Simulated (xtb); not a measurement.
**Run report: C5H9Al, frequency calculation (part 1 of 2)**

The run: frequency calculation of C5H9Al, SMILES [AlH2][CH]1C=CCC1. Method and program: GFN2-xTB (xtb 6.7.1).

The geometry was optimised with GFN2-xTB.

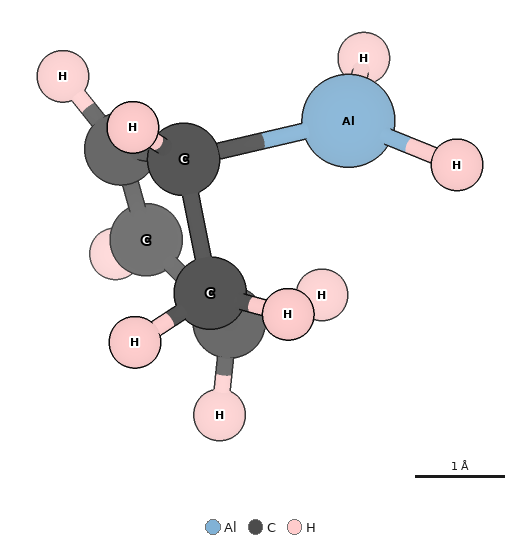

Figure 1. The input geometry (ball-and-stick view, seen at a tilt). Sticks mark near contacts.

### The input (geom.xyz)
```
15

Al    -0.42520600    -1.75090600     0.38333800
C      0.76228400    -0.19595900     0.93201000
C      1.42472100     0.01483600    -0.38103900
C      0.58434200     0.56139900    -1.26225200
C     -0.74477800     0.78558000    -0.62046300
C     -0.40777700     0.81135600     0.86478300
H     -0.09615300    -2.55245900    -0.90285900
H     -1.71909400    -2.03198700     1.19908000
H      1.41810500    -0.03973600     1.78910800
H      2.45104600    -0.25137100    -0.57437700
H      0.78250400     0.79667400    -2.29311300
H     -1.37792200    -0.12656500    -0.81056500
H     -1.29925900     1.64915500    -0.98293000
H     -0.08773400     1.81032300     1.17229500
H     -1.26506900     0.51966900     1.48697500
```

### File detailed.inp
```
$hess
   sccacc=100
$end
```

Hardware: 1 thread of Intel Xeon @ 2.50GHz (Skylake/Cascade Lake), 189 GiB of memory available, shared host.

Launched with:
```bash
xtb --hess -c 0 --input detailed.inp --parallel 1 -- geom.xyz > geom.out
```

### Output
```
* xtb version 6.7.1
   ID    Z sym.   atoms
    1   13 Al     1
    2    6 C      2-6
    3    1 H      7-15

           -------------------------------------------------
          |                Calculation Setup                |
           -------------------------------------------------

          program call               : xtb --hess -c 0 --input detailed.inp --parallel 1 -- geom.xyz
          coordinate file            : geom.xyz
          omp threads                :                     1

molecular fragmentation (1/2 indicates fragments):
111111111111112
# atoms in fragment 1/2:    14     1
 fragment masses (1/2) :       95.10        1.01
CMA distance (Bohr)    :   4.022
constraining FC (au)   :  0.0500

           -------------------------------------------------
          |                 G F N 2 - x T B                 |
           -------------------------------------------------

      * Hamiltonian:
        H0-scaling (s, p, d)           1.850000    2.230000    2.230000
        zeta-weighting                 0.500000
      * Dispersion:
        s8                             2.700000
        a1                             0.520000
        a2                             5.000000
        s9                             5.000000
      * Repulsion:
        kExp                           1.500000    1.000000
        rExp                           1.000000
      * Coulomb:
        alpha                          2.000000
        third order                    shell-resolved
        anisotropic                    true
        a3                             3.000000
        a5                             4.000000
        cn-shift                       1.200000
        cn-exp                         4.000000
        max-rad                        5.000000

          ...................................................
          :                      SETUP                      :
          :.................................................:
          :  # basis functions                  39          :
          :  # atomic orbitals                  38          :
          :  # shells                           22          :
          :  # electrons                        32          :
          :  max. iterations                   250          :
          :  Hamiltonian                  GFN2-xTB          :
          :  restarted?                      false          :
          :  GBSA solvation                  false          :
          :  PC potential                    false          :
          :  electronic temp.          300.0000000     K    :
          :  accuracy                    1.0000000          :
          :  -> integral cutoff          0.2500000E+02      :
          :  -> integral neglect         0.1000000E-07      :
          :  -> SCF convergence          0.1000000E-05 Eh   :
          :  -> wf. convergence          0.1000000E-03 e    :
          :  Broyden damping             0.4000000          :
          :  net charge                          0          :
          :  unpaired electrons                  0          :
          ...................................................

 iter      E             dE          RMSdq      gap      omega  full diag
   1    -16.4744878 -0.164745E+02  0.999E+00    2.93       0.0  T
   2    -16.5505134 -0.760256E-01  0.862E+00    3.42       1.0  T
   3    -16.5547319 -0.421844E-02  0.325E+00    3.59       1.0  T
   4    -16.5633978 -0.866590E-02  0.160E+00    3.94       1.0  T
   5    -16.5686884 -0.529057E-02  0.828E-01    3.86       1.0  T
   6    -16.5692095 -0.521190E-03  0.191E-01    3.89       1.0  T
   7    -16.5691805  0.290200E-04  0.121E-01    3.87       1.0  T
   8    -16.5692419 -0.614045E-04  0.707E-02    3.87       1.0  T
   9    -16.5692550 -0.130882E-04  0.414E-02    3.87       1.0  T
  10    -16.5692583 -0.328807E-05  0.755E-03    3.88       3.4  T
  11    -16.5692583 -0.261256E-07  0.269E-03    3.88       9.6  T
  12    -16.5692583 -0.177674E-07  0.864E-04    3.88      29.9  T
  13    -16.5692583 -0.591641E-09  0.348E-04    3.88      74.2  T

   *** convergence criteria satisfied after 13 iterations ***

         #    Occupation            Energy/Eh            Energy/eV
      -------------------------------------------------------------
         1        2.0000           -0.6474601             -17.6183
       ...           ...                  ...                  ...
        10        2.0000           -0.4587345             -12.4828
        11        2.0000           -0.4539284             -12.3520
        12        2.0000           -0.4449205             -12.1069
        13        2.0000           -0.4446046             -12.0983
        14        2.0000           -0.4175441             -11.3620
        15        2.0000           -0.4026176             -10.9558
        16        2.0000           -0.3578634              -9.7380 (HOMO)
        17                         -0.2154372              -5.8623 (LUMO)
        18                         -0.1971651              -5.3651
        19                         -0.1751055              -4.7649
        20                         -0.1643754              -4.4729
        21                         -0.1282641              -3.4902
       ...                                ...                  ...
        38                          1.0194171              27.7398
      -------------------------------------------------------------
                  HL-Gap            0.1424262 Eh            3.8756 eV
             Fermi-level           -0.2866503 Eh           -7.8002 eV

 SCC (total)                   0 d,  0 h,  0 min,  0.034 sec
 SCC setup                      ...        0 min,  0.000 sec (  0.554%)
 Dispersion                     ...        0 min,  0.000 sec (  0.426%)
 classical contributions        ...        0 min,  0.000 sec (  0.139%)
 integral evaluation            ...        0 min,  0.006 sec ( 16.898%)
 iterations                     ...        0 min,  0.021 sec ( 61.768%)
 molecular gradient             ...        0 min,  0.007 sec ( 19.484%)
 printout                       ...        0 min,  0.000 sec (  0.651%)

         :::::::::::::::::::::::::::::::::::::::::::::::::::::
         ::                     SUMMARY                     ::
         :::::::::::::::::::::::::::::::::::::::::::::::::::::
         :: total energy             -16.324195682534 Eh    ::
         :: gradient norm              0.000034225773 Eh/a0 ::
         :: HOMO-LUMO gap              3.875614458592 eV    ::
         ::.................................................::
         :: SCC energy               -16.569238129547 Eh    ::
         :: -> isotropic ES            0.026330304654 Eh    ::
         :: -> anisotropic ES          0.006646039950 Eh    ::
         :: -> anisotropic XC          0.002446334940 Eh    ::
         :: -> dispersion             -0.010861824268 Eh    ::
         :: repulsion energy           0.245042447013 Eh    ::
         :: add. restraining           0.000000000000 Eh    ::
         :: total charge              -0.000000000000 e     ::
         :::::::::::::::::::::::::::::::::::::::::::::::::::::

           -------------------------------------------------
          |                Numerical Hessian                |
           -------------------------------------------------
step length          :   0.00500
SCC accuracy         : 100.00000
Hessian scale factor :   1.00000
frozen atoms in %    :   0.00000    0
RMS gradient         :   0.00003
estimated CPU  time      0.02 min

writing file <hessian>.

 projected vibrational frequencies (cm⁻¹)
eigval :       -0.00    -0.00    -0.00     0.00     0.00     0.00
eigval :      122.99   166.94   250.28   280.46   404.64   458.36
eigval :      507.85   563.13   647.17   729.65   751.57   756.23
eigval :      845.36   861.40   923.86   951.50   982.99  1032.20
eigval :     1046.37  1061.66  1100.71  1106.36  1154.81  1223.13
eigval :     1255.75  1284.82  1305.54  1422.45  1468.27  1621.99
eigval :     1737.83  1763.18  2540.12  2869.38  2943.89  2955.01
eigval :     2999.17  3092.35  3119.01
           -------------------------------------------------
          |                Property Printout                |
           -------------------------------------------------

    * Orbital Energies and Occupations

         #    Occupation            Energy/Eh            Energy/eV
      -------------------------------------------------------------
         1        2.0000           -0.6474597             -17.6183
       ...           ...                  ...                  ...
         4        2.0000           -0.5610208             -15.2662
         5        2.0000           -0.5424181             -14.7599
         6        2.0000           -0.5331476             -14.5077
         7        2.0000           -0.5274114             -14.3516
         8        2.0000           -0.4838192             -13.1654
         9        2.0000           -0.4698110             -12.7842
        10        2.0000           -0.4587343             -12.4828
        11        2.0000           -0.4539280             -12.3520
        12        2.0000           -0.4449204             -12.1069
        13        2.0000           -0.4446050             -12.0983
        14        2.0000           -0.4175440             -11.3620
        15        2.0000           -0.4026174             -10.9558
        16        2.0000           -0.3578631              -9.7380 (HOMO)
        17                         -0.2154363              -5.8623 (LUMO)
        18                         -0.1971639              -5.3651
        19                         -0.1751043              -4.7648
        20                         -0.1643754              -4.4729
        21                         -0.1282626              -3.4902
        22                         -0.0626801              -1.7056
        23                          0.0019498               0.0531
        24                          0.0797125               2.1691
        25                          0.0935343               2.5452
        26                          0.1162360               3.1629
        27                          0.1277411               3.4760
       ...                                ...                  ...
        38                          1.0194175              27.7398
      -------------------------------------------------------------
                  HL-Gap            0.1424268 Eh            3.8756 eV
             Fermi-level           -0.2866497 Eh           -7.8001 eV

     #   Z          covCN         q      C6AA      α(0)
     1  13 Al       3.275     0.381    93.092    19.661
     2   6 C        3.768    -0.128    22.992     6.834
     3   6 C        3.169    -0.029    28.341     8.698
     4   6 C        2.965    -0.060    29.476     8.905
     5   6 C        3.997    -0.040    21.217     6.544
     6   6 C        4.137    -0.056    21.489     6.584
     7   1 H        0.880    -0.169     8.753     4.631
     8   1 H        0.880    -0.176     9.198     4.748
     9   1 H        0.924     0.041     2.429     2.437
    10   1 H        0.926     0.042     2.418     2.432
    11   1 H        0.926     0.032     2.561     2.503
    12   1 H        0.965     0.033     2.542     2.492
    13   1 H        0.925     0.040     2.451     2.448
    14   1 H        0.924     0.040     2.443     2.445
    15   1 H        0.923     0.048     2.347     2.396

 Mol. C6AA /au·bohr⁶  :       2595.611310
 Mol. C8AA /au·bohr⁸  :      80188.408465
 Mol. α(0) /au        :         83.757171

Wiberg/Mayer (AO) data.
largest (>0.10) Wiberg bond orders for each atom
```
